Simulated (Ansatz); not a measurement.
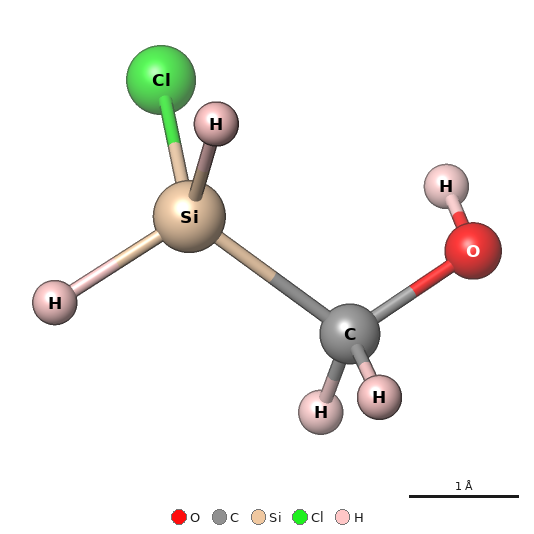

Atoms fade into the background with distance from the viewer. The computed structure is the end point of a PBE0-D4/def2-TZVP optimisation. Masses are those of the most abundant isotopes; constants are for the rigid equilibrium geometry.

**Classify the rotor and give the rotational constants (GHz).**

An asymmetric top (C1): A = 7.12, B = 2.80, C = 2.17 GHz. Ray's parameter κ is −0.75, nearer the prolate limit.
